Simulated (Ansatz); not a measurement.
**Phonon calculation of SiNH₅O**

The run: phonon calculation of SiNH₅O, SMILES N[SiH2]O. Method and program: RKS B3LYP-D4/def2-TZVP (Ansatz 0.2.0).

It belongs to a series of runs on one base structure; here: vibrations at the highest image of the band.

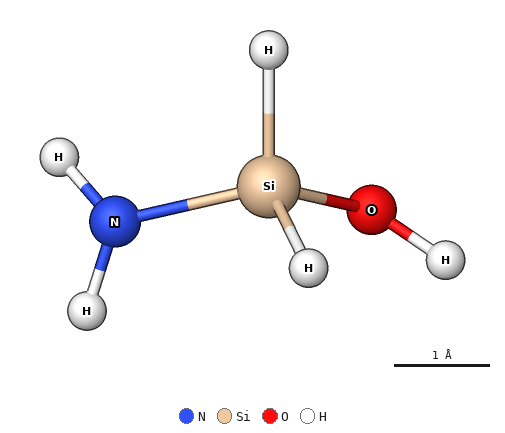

Figure 1. The structure as given in the input (ball-and-stick view, seen at a tilt).

Summary

```json
{"quantity": "outcome", "value": "converged"}
{"quantity": "total energy", "value": "−11500.9599 eV"}
{"quantity": "mean-field energy", "value": "−11500.7752 eV"}
{"quantity": "largest force (length of the vector)", "value": "0.027 eV/Å"}
{"quantity": "hardware", "value": "2 threads of Arm Neoverse V1, 24 GiB of memory available, shared host"}
{"quantity": "wall time", "value": "62 s (CPU time 2 min)"}
{"quantity": "peak memory", "value": "0.2 GiB"}
```

The input
```yaml
crystal:
  periodic: [false, false, false]
  atoms:
    - { symbol: "N", position_ang: [-0.870099, 0.677274, -0.731237] }
    - { symbol: Si, position_ang: [0.498174, 0.063113, 0.084432] }
    - { symbol: O, position_ang: [0.320712, -1.486481, 0.641921] }
    - { symbol: H, position_ang: [-1.014214, 0.494969, -1.711005] }
    - { symbol: H, position_ang: [-1.743026, 0.843754, -0.256004] }
    - { symbol: H, position_ang: [0.781046, 0.921958, 1.260588] }
    - { symbol: H, position_ang: [1.593496, 0.087409, -0.907799] }
    - { symbol: H, position_ang: [0.526113, -1.659197, 1.563304] }
basis:
  gaussian: { orbitals: def2-TZVP }
hamiltonian:
  xc: b3lyp
  dispersion: d4
phonons: {}
```

Command:
```bash
ansatz run input.yaml --threads 2 --pin off --max-ram 3072MiB --backend cpu --events-out ev --progress --plain --runs-dir out
```

The program's output
```
Engine: ansatz 0.2.0, aarch64-unknown-linux-gnu
Functional definition: B3LYP
  parameter a0 = 0.2
  parameter ax = 0.72
  parameter ac = 0.81
  exchange = (1 - a0 - ax)*slater_x + ax*b88_x + a0*exact_x
  correlation = (1 - ac)*vwn_rpa_c + ac*lyp_c
787 factors; their error is unknown
mean field evaluation 1: about -11489.5473 eV, gradient 8.2e1 eV
mean field evaluation 2: about -11467.6660 eV, gradient 1.3e2 eV
mean field evaluation 4: about -11500.6656 eV, gradient 6.8e0 eV
mean field evaluation 8: about -11500.7465 eV, gradient 4.4e-2 eV
mean field evaluation 16: about -11500.7750 eV, gradient 5.3e-5 eV
mean field -11500.77496031 eV, -422.6456842860 hartree, gradient 5.3e-5 eV, S^2 0.000000; 0 other end points of the search recorded, 0 dependent functions left out
the calculation of the forces begins
reference -11500.77518983 eV, -422.6456927209 hartree; 17, 17 occupied and 112, 112 virtual orbitals, 787 factors
these checks for a lower state are left out or cut short: stability, starts, cluster_reference, orbital_swaps, neighbouring_geometries, increment
787 factors; their error is unknown
mean field -11500.77471453 eV, -422.6456752539 hartree, gradient 1.3e-6 eV, S^2 0.000000; 0 other end points of the search recorded, 0 dependent functions left out
[... from here on the field's lines of each further geometry are left out, up to the last ...]
the calculation of the forces begins
reference -11500.77503275 eV, -422.6456869484 hartree; 17, 17 occupied and 112, 112 virtual orbitals, 787 factors
these checks for a lower state are left out or cut short: stability, starts, cluster_reference, orbital_swaps, neighbouring_geometries, increment
787 factors; their error is unknown
mean field evaluation 320: about -11500.7747 eV, gradient 2.5e-1 eV
mean field -11500.77481679 eV, -422.6456790121 hartree, gradient 1.3e-6 eV, S^2 0.000000; 0 other end points of the search recorded, 0 dependent functions left out
the calculation of the forces begins
reference -11500.77504623 eV, -422.6456874437 hartree; 17, 17 occupied and 112, 112 virtual orbitals, 787 factors
WARN: phonons: modes at or below zero, which the zero-point energy, F, S and C_V leave out: 1, the lowest at -125.09 cm⁻¹. A minimum has none, and a first-order saddle one
Total energy: -11500.95992541 eV, -422.6524816280 hartree
Atom 0 at    -0.870099     0.677274    -0.731237 Å, force    -0.015609     0.010539     0.019520 eV/Å
Atom 1 at     0.498174     0.063113     0.084432 Å, force    -0.007446    -0.002147    -0.017664 eV/Å
Atom 2 at     0.320712    -1.486481     0.641921 Å, force     0.004417    -0.009761     0.015105 eV/Å
Atom 3 at    -1.014214     0.494969    -1.711005 Å, force     0.002170    -0.005620    -0.010291 eV/Å
Atom 4 at    -1.743026     0.843754    -0.256004 Å, force    -0.003176     0.003270    -0.008028 eV/Å
Atom 5 at     0.781046     0.921958     1.260588 Å, force     0.013000    -0.000687    -0.006439 eV/Å
Atom 6 at     1.593496     0.087409    -0.907799 Å, force     0.008571     0.007784     0.012883 eV/Å
Atom 7 at     0.526113    -1.659197     1.563304 Å, force    -0.001927    -0.003377    -0.005086 eV/Å
Dipole moment:    -0.175324     0.041064     0.141583 e Å
Vibrations: -125.09 225.44 303.02 393.59 558.27 740.81 815.80 863.22 892.91 912.40 959.80 980.21 1591.69 2211.79 2243.92 3573.94 3662.59 3876.51 cm⁻¹, zero-point energy 1.537771 eV
```

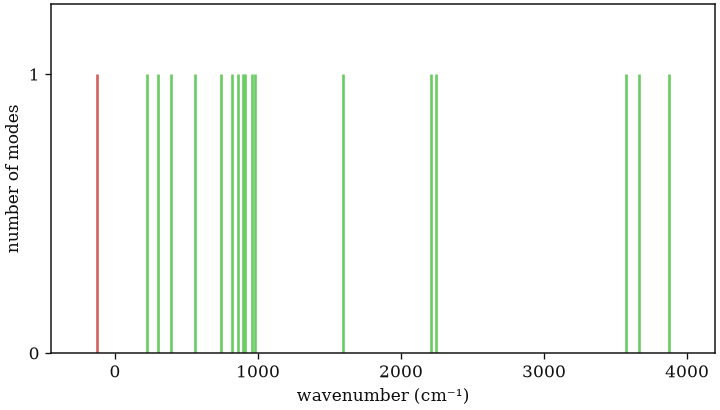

Figure 2. Harmonic vibrational wavenumbers from the force constants; neighbouring modes closer than 18 cm⁻¹ are counted in one stick, and imaginary ones are drawn at negative wavenumbers. 18 modes from 125i to 3877 cm⁻¹, 1 imaginary beyond 8i (125i cm⁻¹): a first-order saddle point, if the geometry is stationary.
